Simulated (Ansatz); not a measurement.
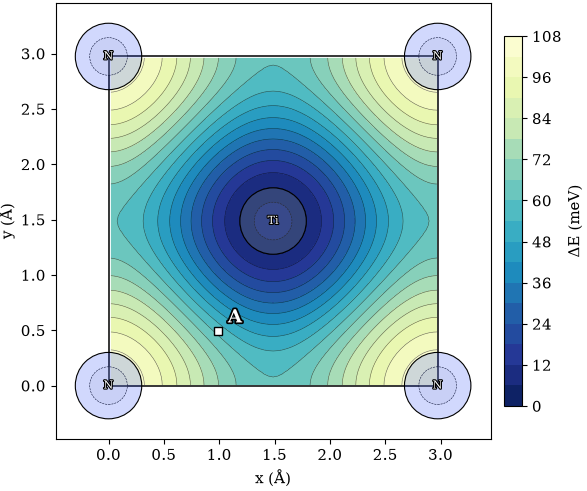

O on a TiN(100) slab cut from the Fm-3m phase, its upper half relaxed before the scan (24 atoms of substrate and one adsorbate in a 2 × 2 cell). 
- O is moved over the surface cell at a fixed height above a rigid substrate; the origin of the map has the adsorbate above N21; the height is held at 3.30 Å.
- Places are given modulo a cell vector. The map is drawn in real space over the plane of the surface.
- The scan uses a 6 × 6 grid; 10 points were computed and 26 follow by symmetry.
- Places are given in fractions of the 1 × 1 surface cell.
- Energies are in meV, from the lowest grid point.
- The runs have no spin polarisation, so an open-shell adsorbate far from the surface lies too high. At a fixed height the lowest place need not be the adsorption site.
- Computed with DFT PBE+D3(BJ), scalar-relativistic, plane waves, PAW (Ansatz). Settings: cutoff 420 eV, k-mesh 5×5×1, gaussian smearing 0.1 eV, no spin polarisation.

The picture shows filled contours, labelled circles for the atoms of the top layer and small ones for the second layer, the outline of one cell of the plane, the point A. Between grid points the surface is interpolated.

> Which way does the force act at A, and how strong is it?

A, at (2/6, 1/6) of the cell vectors, is not a stationary point. The computed force is 0.07 eV/Å in the plane, pointing up and right in the picture (components 0.046 and 0.052 eV/Å).

PAW datasets: the set soft_1.
